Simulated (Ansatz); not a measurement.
# Run report: Si2H4F (charge −1), geometry relaxation (part 1 of 2)

System: Si2H4F, charge −1.
Method: RKS PBE-D4/def2-SVPD (Ansatz 0.2.0).

Figures and captions count atoms from 1; the log counts them from 0 in places.

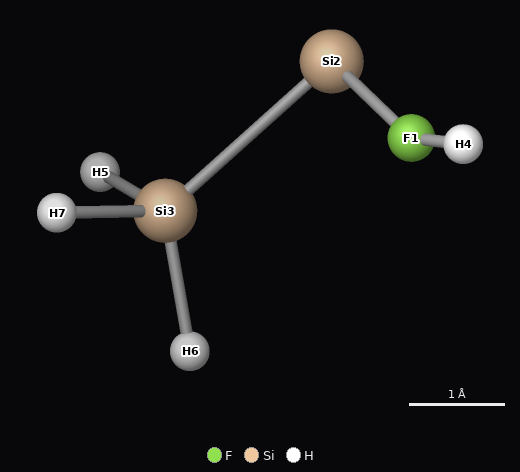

*The structure as given in the input (ball-and-stick view, seen at a tilt; atoms are numbered from 1 in the order of the input).*

Bond lengths as drawn: F–H 0.91 Å, F–Si 1.69 Å, H–Si 1.51 Å and Si–Si 2.40 Å.

Results in brief

```json
{"quantity": "outcome", "value": "converged"}
{"quantity": "total energy", "value": "−18519.8946 eV"}
{"quantity": "mean-field energy", "value": "−18519.7228 eV"}
{"quantity": "dispersion energy", "value": "−0.1718 eV"}
{"quantity": "SCF solution under orbital rotations", "value": "stable"}
{"quantity": "largest force (length of the vector) at the end", "value": "0.018 eV/Å"}
{"quantity": "hardware", "value": "2 threads of Arm Neoverse V1, 95 GiB of memory available, shared host"}
{"quantity": "wall time", "value": "2 min (CPU time 3.7 min)"}
{"quantity": "peak memory", "value": "0.17 GiB"}
```

Input file
```yaml
crystal:
  periodic: [false, false, false]
  atoms:
    - {symbol: F, position_ang: [-0.473679, -1.999861, 1.329927]}
    - {symbol: Si, position_ang: [-0.148432, -1.601187, -0.278814]}
    - {symbol: Si, position_ang: [0.406762, 0.724630, -0.070739]}
    - {symbol: H, position_ang: [-0.553944, -2.557405, 2.044631]}
    - {symbol: H, position_ang: [0.437887, 1.340146, -1.449901]}
    - {symbol: H, position_ang: [-0.437570, 1.700444, 0.722773]}
    - {symbol: H, position_ang: [1.792572, 1.022368, 0.452003]}
basis:
  gaussian: {orbitals: def2-SVPD}
total_charge: -1
hamiltonian: {xc: pbe, dispersion: d4}
relax: {f_tol: 0.03, max_steps: 250}
```

Run as:
```bash
ansatz run in.yaml --threads 2 --pin off --events-out ev --progress --plain --max-ram 4352MiB
```

Output
```
Functional definition: PBE
  name "PBE"
  cite "Perdew, Burke & Ernzerhof, Phys. Rev. Lett. 77, 3865 (1996) doi:10.1103/PhysRevLett.77.3865"
  parent pbe
  parameter kappa = 0.804
  parameter beta = 0.06672455060314922
  exchange = pbe_x(kappa = kappa, mu = beta*pi^2/3)
  correlation = pbe_c(beta = beta)
897 factors; their error is unknown
mean field evaluation 1: about -18509.8256 eV, gradient 4.4e1 eV
mean field evaluation 2: about -18482.0899 eV, gradient 1.0e2 eV
mean field evaluation 4: about -18506.6587 eV, gradient 3.7e1 eV
mean field evaluation 8: about -18508.7763 eV, gradient 3.0e1 eV
mean field evaluation 16: about -18515.6623 eV, gradient 8.7e-4 eV
mean field -18515.66234739 eV, -680.4380408998 hartree, gradient 2.2e-5 eV, S^2 0.000000; 1 other end points of the search recorded, 0 dependent functions left out
the calculation of the forces begins
reference -18515.66239419 eV, -680.4380426196 hartree; 21, 21 occupied and 82, 82 virtual orbitals, 897 factors
relax step   1: F+E_penalty+E_count = -18515.82322128 eV  Δ(F+E_penalty+E_count) = +0.000e0 eV  max|allowed force component| = 5.782e0 eV/Å  Δτ_max = 0.0000 Å  (93 SCF iters, accepted)
these checks for a lower state are left out or cut short: starts, cluster_reference, orbital_swaps, neighbouring_geometries, increment
897 factors; their error is unknown
mean field evaluation 32: about -18516.6324 eV, gradient 2.1e-4 eV
mean field -18516.63242257 eV, -680.4736905052 hartree, gradient 9.4e-6 eV, S^2 0.000000; 1 other end points of the search recorded, 0 dependent functions left out
[... from here on the field's lines of each further geometry are left out, up to the last ...]
relax step   2: F+E_penalty+E_count = -18516.79418846 eV  Δ(F+E_penalty+E_count) = -9.710e-1 eV  max|allowed force component| = 2.595e0 eV/Å  Δτ_max = 0.1966 Å  (76 SCF iters, accepted)
relax step   3: F+E_penalty+E_count = -18517.10679869 eV  Δ(F+E_penalty+E_count) = -3.126e-1 eV  max|allowed force component| = 1.155e0 eV/Å  Δτ_max = 0.1948 Å  (77 SCF iters, accepted)
relax step   4: F+E_penalty+E_count = -18517.11800093 eV  Δ(F+E_penalty+E_count) = -1.120e-2 eV  max|allowed force component| = 4.064e-1 eV/Å  Δτ_max = 0.1999 Å  (74 SCF iters, accepted)
relax step   5: F+E_penalty+E_count = -18517.19742002 eV  Δ(F+E_penalty+E_count) = -7.942e-2 eV  max|allowed force component| = 6.668e-1 eV/Å  Δτ_max = 0.1993 Å  (79 SCF iters, accepted)
relax step   6: F+E_penalty+E_count = -18517.22490406 eV  Δ(F+E_penalty+E_count) = -2.748e-2 eV  max|allowed force component| = 8.550e-1 eV/Å  Δτ_max = 0.0331 Å  (69 SCF iters, accepted)
relax step   7: F+E_penalty+E_count = -18517.25146116 eV  Δ(F+E_penalty+E_count) = -2.656e-2 eV  max|allowed force component| = 8.772e-1 eV/Å  Δτ_max = 0.0644 Å  (69 SCF iters, accepted)
relax step   8: F+E_penalty+E_count = -18517.39918101 eV  Δ(F+E_penalty+E_count) = -1.477e-1 eV  max|allowed force component| = 6.673e-1 eV/Å  Δτ_max = 0.2000 Å  (100 SCF iters, accepted)
relax step   9: F+E_penalty+E_count = -18517.47425119 eV  Δ(F+E_penalty+E_count) = -7.507e-2 eV  max|allowed force component| = 6.254e-1 eV/Å  Δτ_max = 0.2000 Å  (93 SCF iters, accepted)
relax step  10: F+E_penalty+E_count = -18517.58697927 eV  Δ(F+E_penalty+E_count) = -1.127e-1 eV  max|allowed force component| = 9.207e-1 eV/Å  Δτ_max = 0.1933 Å  (47 SCF iters, accepted)
relax step  11: F+E_penalty+E_count = -18517.62800901 eV  Δ(F+E_penalty+E_count) = -4.103e-2 eV  max|allowed force component| = 2.369e0 eV/Å  Δτ_max = 0.1992 Å  (36 SCF iters, accepted)
relax step  12: F+E_penalty+E_count = -18517.80966629 eV  Δ(F+E_penalty+E_count) = -1.817e-1 eV  max|allowed force component| = 1.185e0 eV/Å  Δτ_max = 0.2000 Å  (39 SCF iters, accepted)
relax step  13: F+E_penalty+E_count = -18517.93420968 eV  Δ(F+E_penalty+E_count) = -1.245e-1 eV  max|allowed force component| = 1.965e0 eV/Å  Δτ_max = 0.1949 Å  (36 SCF iters, accepted)
relax step  14: F+E_penalty+E_count = -18518.12182416 eV  Δ(F+E_penalty+E_count) = -1.876e-1 eV  max|allowed force component| = 1.244e0 eV/Å  Δτ_max = 0.1996 Å  (33 SCF iters, accepted)
relax step  15: F+E_penalty+E_count = -18518.34969679 eV  Δ(F+E_penalty+E_count) = -2.279e-1 eV  max|allowed force component| = 8.205e-1 eV/Å  Δτ_max = 0.1948 Å  (38 SCF iters, accepted)
relax step  16: F+E_penalty+E_count = -18518.50979130 eV  Δ(F+E_penalty+E_count) = -1.601e-1 eV  max|allowed force component| = 3.811e-1 eV/Å  Δτ_max = 0.1944 Å  (35 SCF iters, accepted)
relax step  17: F+E_penalty+E_count = -18518.54758586 eV  Δ(F+E_penalty+E_count) = -3.779e-2 eV  max|allowed force component| = 4.162e-1 eV/Å  Δτ_max = 0.1944 Å  (35 SCF iters, accepted)
relax step  18: F+E_penalty+E_count = -18518.58405267 eV  Δ(F+E_penalty+E_count) = -3.647e-2 eV  max|allowed force component| = 4.769e-1 eV/Å  Δτ_max = 0.1944 Å  (37 SCF iters, accepted)
relax step  19: F+E_penalty+E_count = -18518.64294720 eV  Δ(F+E_penalty+E_count) = -5.889e-2 eV  max|allowed force component| = 4.812e-1 eV/Å  Δτ_max = 0.0714 Å  (32 SCF iters, accepted)
relax step  20: F+E_penalty+E_count = -18518.69776427 eV  Δ(F+E_penalty+E_count) = -5.482e-2 eV  max|allowed force component| = 1.238e0 eV/Å  Δτ_max = 0.1952 Å  (36 SCF iters, accepted)
relax step  21: F+E_penalty+E_count = -18518.69043805 eV  Δ(F+E_penalty+E_count) = +7.326e-3 eV  max|allowed force component| = 1.047e0 eV/Å  Δτ_max = 0.1951 Å  (36 SCF iters, rejected (line search))
relax step  22: F+E_penalty+E_count = -18518.72582572 eV  Δ(F+E_penalty+E_count) = -2.806e-2 eV  max|allowed force component| = 3.848e-1 eV/Å  Δτ_max = 0.0950 Å  (37 SCF iters, accepted)
relax step  23: F+E_penalty+E_count = -18518.73932088 eV  Δ(F+E_penalty+E_count) = -1.350e-2 eV  max|allowed force component| = 4.949e-1 eV/Å  Δτ_max = 0.0999 Å  (32 SCF iters, accepted)
relax step  24: F+E_penalty+E_count = -18518.76768332 eV  Δ(F+E_penalty+E_count) = -2.836e-2 eV  max|allowed force component| = 1.438e-1 eV/Å  Δτ_max = 0.1500 Å  (35 SCF iters, accepted)
relax step  25: F+E_penalty+E_count = -18518.75404689 eV  Δ(F+E_penalty+E_count) = +1.364e-2 eV  max|allowed force component| = 2.833e-1 eV/Å  Δτ_max = 0.1998 Å  (36 SCF iters, rejected (line search))
relax step  26: F+E_penalty+E_count = -18518.77670208 eV  Δ(F+E_penalty+E_count) = -9.019e-3 eV  max|allowed force component| = 1.433e-1 eV/Å  Δτ_max = 0.0977 Å  (31 SCF iters, accepted)
relax step  27: F+E_penalty+E_count = -18518.78310706 eV  Δ(F+E_penalty+E_count) = -6.405e-3 eV  max|allowed force component| = 6.054e-2 eV/Å  Δτ_max = 0.1000 Å  (29 SCF iters, accepted)
relax step  28: F+E_penalty+E_count = -18518.78491293 eV  Δ(F+E_penalty+E_count) = -1.806e-3 eV  max|allowed force component| = 3.093e-2 eV/Å  Δτ_max = 0.0327 Å  (31 SCF iters, accepted)
relax step  29: F+E_penalty+E_count = -18518.78677097 eV  Δ(F+E_penalty+E_count) = -1.858e-3 eV  max|allowed force component| = 1.065e-1 eV/Å  Δτ_max = 0.0716 Å  (30 SCF iters, accepted)
relax step  30: F+E_penalty+E_count = -18518.79330968 eV  Δ(F+E_penalty+E_count) = -6.539e-3 eV  max|allowed force component| = 3.249e-1 eV/Å  Δτ_max = 0.1370 Å  (36 SCF iters, accepted)
relax step  31: F+E_penalty+E_count = -18518.82124184 eV  Δ(F+E_penalty+E_count) = -2.793e-2 eV  max|allowed force component| = 4.123e-1 eV/Å  Δτ_max = 0.1236 Å  (31 SCF iters, accepted)
relax step  32: F+E_penalty+E_count = -18518.86109296 eV  Δ(F+E_penalty+E_count) = -3.985e-2 eV  max|allowed force component| = 4.177e-1 eV/Å  Δτ_max = 0.1361 Å  (30 SCF iters, accepted)
relax step  33: F+E_penalty+E_count = -18518.84176533 eV  Δ(F+E_penalty+E_count) = +1.933e-2 eV  max|allowed force component| = 3.554e-1 eV/Å  Δτ_max = 0.1932 Å  (38 SCF iters, rejected (line search))
relax step  34: F+E_penalty+E_count = -18518.88526978 eV  Δ(F+E_penalty+E_count) = -2.418e-2 eV  max|allowed force component| = 8.456e-2 eV/Å  Δτ_max = 0.0937 Å  (30 SCF iters, accepted)
relax step  35: F+E_penalty+E_count = -18518.88859405 eV  Δ(F+E_penalty+E_count) = -3.324e-3 eV  max|allowed force component| = 1.424e-1 eV/Å  Δτ_max = 0.0887 Å  (30 SCF iters, accepted)
relax step  36: F+E_penalty+E_count = -18518.89156824 eV  Δ(F+E_penalty+E_count) = -2.974e-3 eV  max|allowed force component| = 7.055e-2 eV/Å  Δτ_max = 0.0414 Å  (30 SCF iters, accepted)
relax step  37: F+E_penalty+E_count = -18518.89520831 eV  Δ(F+E_penalty+E_count) = -3.640e-3 eV  max|allowed force component| = 1.171e-1 eV/Å  Δτ_max = 0.0763 Å  (30 SCF iters, accepted)
relax step  38: F+E_penalty+E_count = -18518.91750989 eV  Δ(F+E_penalty+E_count) = -2.230e-2 eV  max|allowed force component| = 4.057e-1 eV/Å  Δτ_max = 0.1951 Å  (35 SCF iters, accepted)
relax step  39: F+E_penalty+E_count = -18519.02327282 eV  Δ(F+E_penalty+E_count) = -1.058e-1 eV  max|allowed force component| = 6.997e-1 eV/Å  Δτ_max = 0.1933 Å  (37 SCF iters, accepted)
relax step  40: F+E_penalty+E_count = -18519.20847613 eV  Δ(F+E_penalty+E_count) = -1.852e-1 eV  max|allowed force component| = 8.052e-1 eV/Å  Δτ_max = 0.1995 Å  (32 SCF iters, accepted)
relax step  41: F+E_penalty+E_count = -18519.39912402 eV  Δ(F+E_penalty+E_count) = -1.906e-1 eV  max|allowed force component| = 9.333e-1 eV/Å  Δτ_max = 0.1948 Å  (31 SCF iters, accepted)
relax step  42: F+E_penalty+E_count = -18519.62983376 eV  Δ(F+E_penalty+E_count) = -2.307e-1 eV  max|allowed force component| = 6.806e-1 eV/Å  Δτ_max = 0.1948 Å  (37 SCF iters, accepted)
relax step  43: F+E_penalty+E_count = -18519.72853366 eV  Δ(F+E_penalty+E_count) = -9.870e-2 eV  max|allowed force component| = 4.130e-1 eV/Å  Δτ_max = 0.1947 Å  (30 SCF iters, accepted)
relax step  44: F+E_penalty+E_count = -18519.78896708 eV  Δ(F+E_penalty+E_count) = -6.043e-2 eV  max|allowed force component| = 2.253e-1 eV/Å  Δτ_max = 0.1962 Å  (30 SCF iters, accepted)
relax step  45: F+E_penalty+E_count = -18519.76773172 eV  Δ(F+E_penalty+E_count) = +2.124e-2 eV  max|allowed force component| = 1.271e0 eV/Å  Δτ_max = 0.1954 Å  (35 SCF iters, rejected (line search))
relax step  46: F+E_penalty+E_count = -18519.81474438 eV  Δ(F+E_penalty+E_count) = -2.578e-2 eV  max|allowed force component| = 1.543e-1 eV/Å  Δτ_max = 0.0977 Å  (30 SCF iters, accepted)
relax step  47: F+E_penalty+E_count = -18519.82488787 eV  Δ(F+E_penalty+E_count) = -1.014e-2 eV  max|allowed force component| = 4.597e-1 eV/Å  Δτ_max = 0.0950 Å  (37 SCF iters, accepted)
relax step  48: F+E_penalty+E_count = -18519.84605352 eV  Δ(F+E_penalty+E_count) = -2.117e-2 eV  max|allowed force component| = 3.175e-1 eV/Å  Δτ_max = 0.1472 Å  (30 SCF iters, accepted)
relax step  49: F+E_penalty+E_count = -18519.86853939 eV  Δ(F+E_penalty+E_count) = -2.249e-2 eV  max|allowed force component| = 2.500e-1 eV/Å  Δτ_max = 0.1998 Å  (31 SCF iters, accepted)
relax step  50: F+E_penalty+E_count = -18519.87677292 eV  Δ(F+E_penalty+E_count) = -8.234e-3 eV  max|allowed force component| = 3.746e-1 eV/Å  Δτ_max = 0.1948 Å  (36 SCF iters, accepted)
relax step  51: F+E_penalty+E_count = -18519.84074281 eV  Δ(F+E_penalty+E_count) = +3.603e-2 eV  max|allowed force component| = 7.293e-1 eV/Å  Δτ_max = 0.1809 Å  (37 SCF iters, rejected (line search))
relax step  52: F+E_penalty+E_count = -18519.88619487 eV  Δ(F+E_penalty+E_count) = -9.422e-3 eV  max|allowed force component| = 1.954e-1 eV/Å  Δτ_max = 0.0902 Å  (30 SCF iters, accepted)
relax step  53: F+E_penalty+E_count = -18519.87059382 eV  Δ(F+E_penalty+E_count) = +1.560e-2 eV  max|allowed force component| = 4.640e-1 eV/Å  Δτ_max = 0.0976 Å  (37 SCF iters, rejected (line search))
relax step  54: F+E_penalty+E_count = -18519.89230872 eV  Δ(F+E_penalty+E_count) = -6.114e-3 eV  max|allowed force component| = 9.010e-2 eV/Å  Δτ_max = 0.0488 Å  (31 SCF iters, accepted)
relax step  55: F+E_penalty+E_count = -18519.89258847 eV  Δ(F+E_penalty+E_count) = -2.797e-4 eV  max|allowed force component| = 7.377e-2 eV/Å  Δτ_max = 0.0500 Å  (30 SCF iters, accepted)
relax step  56: F+E_penalty+E_count = -18519.89400372 eV  Δ(F+E_penalty+E_count) = -1.415e-3 eV  max|allowed force component| = 7.891e-2 eV/Å  Δτ_max = 0.0290 Å  (31 SCF iters, accepted)
relax step  57: F+E_penalty+E_count = -18519.89407856 eV  Δ(F+E_penalty+E_count) = -7.484e-5 eV  max|allowed force component| = 6.967e-2 eV/Å  Δτ_max = 0.0054 Å  (24 SCF iters, accepted)
relax step  58: F+E_penalty+E_count = -18519.89372208 eV  Δ(F+E_penalty+E_count) = +3.565e-4 eV  max|allowed force component| = 7.402e-2 eV/Å  Δτ_max = 0.0284 Å  (30 SCF iters, rejected (line search))
relax step  59: F+E_penalty+E_count = -18519.89443846 eV  Δ(F+E_penalty+E_count) = -3.599e-4 eV  max|allowed force component| = 4.324e-2 eV/Å  Δτ_max = 0.0142 Å  (31 SCF iters, accepted)
the calculation of the forces begins
reference -18519.72280168 eV, -680.5872598428 hartree; 21, 21 occupied and 82, 82 virtual orbitals, 897 factors
relax step  60: F+E_penalty+E_count = -18519.89457384 eV  Δ(F+E_penalty+E_count) = -1.354e-4 eV  max|allowed force component| = 1.192e-2 eV/Å  Δτ_max = 0.0055 Å  (32 SCF iters, accepted)
897 factors; their error is unknown
mean field evaluation 544: about -18519.7425 eV, gradient 3.0e-1 eV
```

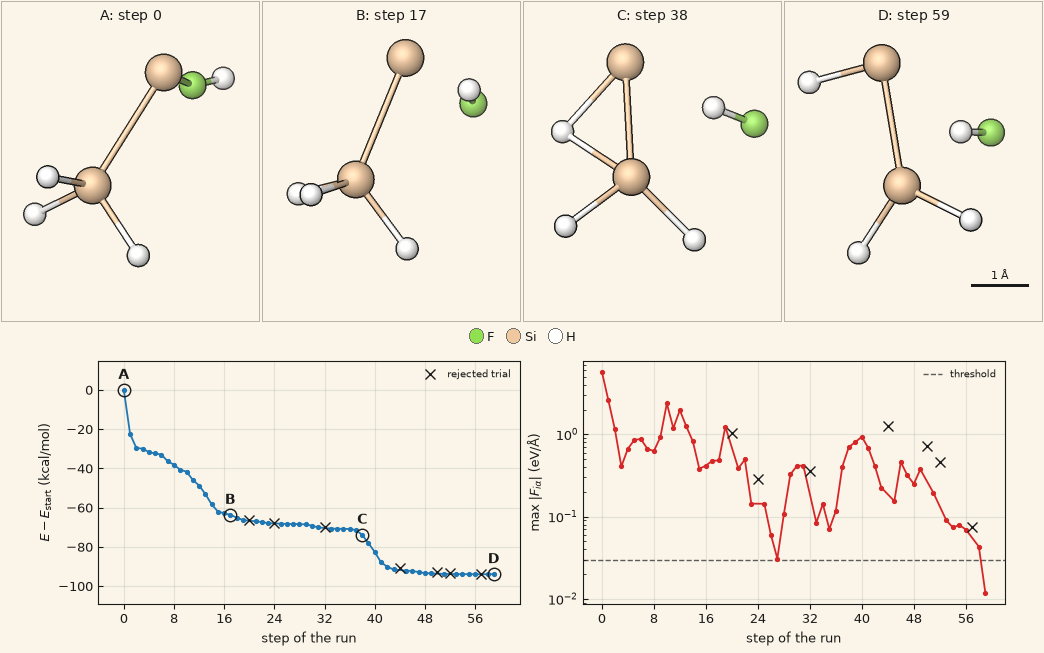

*Frames of the relaxation (ball-and-stick view, seen at a tilt) above the curves, on which the letters mark them (the first geometry is step 0 here and step 1 in the log).*

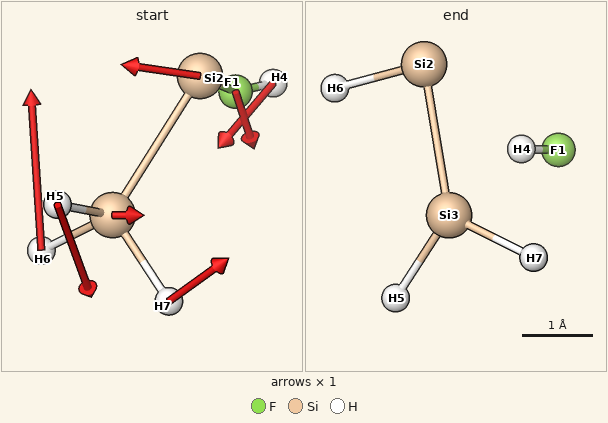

*Before (left) and after (right) the relaxation, at one scale (ball-and-stick view, seen at a tilt). The red arrows give the displacements, at true length.*

The largest move after the best rigid fit is that of H6, 2.36 Å. Largest moves by element: H 2.36 Å, Si 1.22 Å, F 1.09 Å. Among the contacts that change: Si2–H6 3.462 → 1.559 Å, F1–Si2 1.689 → 3.465 Å, Si3–H6 1.515 → 2.662 Å, Si2–Si3 2.400 → 2.218 Å. New bonds form: Si2–H6 (3.46 → 1.56 Å). Bonds break: F1–Si2 (1.69 → 3.47 Å), Si3–H6 (1.51 → 2.66 Å). Among the angles that change: Si2–Si3–H5 108.7° → 131.1°, Si2–Si3–H7 115.7° → 124.2°, H5–Si3–H7 102.5° → 104.6°. After 59 geometry steps the energy has fallen by 93.9 kcal/mol. The largest force component goes from 5.8 to 0.012 eV/Å. The line search rejected the trial steps at points 20, 24, 32, 44, 50, 52, 57 (counted from 0) and went back. (Atoms are counted from 1 in the order of the input.)

```
mean field -18519.72275442 eV, -680.5872581061 hartree, gradient 1.1e-5 eV, S^2 0.000000; 1 other end points of the search recorded, 0 dependent functions left out
the calculation of the forces begins
reference -18519.72280168 eV, -680.5872598428 hartree; 21, 21 occupied and 82, 82 virtual orbitals, 897 factors
Total energy: -18519.89462110 eV, -680.5935740901 hartree
Atom 0 at    -0.429527    -1.420169     2.431086 Å, force    -0.001617     0.001301     0.000975 eV/Å
Atom 1 at    -0.575076    -1.042131    -1.010221 Å, force     0.005450     0.007471    -0.000770 eV/Å
Atom 2 at     0.880222     0.347680    -0.076832 Å, force    -0.011916    -0.011588    -0.007693 eV/Å
Atom 3 at    -0.229941    -1.070986     1.530834 Å, force    -0.000426     0.000285     0.003909 eV/Å
Atom 4 at     0.701823     1.750776     0.491874 Å, force     0.000227     0.001613     0.003835 eV/Å
Atom 5 at    -1.655280     0.068666    -0.838139 Å, force     0.004133    -0.001365     0.001519 eV/Å
Atom 6 at     2.331375    -0.004700     0.221278 Å, force     0.004147     0.002282    -0.001775 eV/Å
Dipole moment:     0.144665     0.172143     0.063946 e Å
```
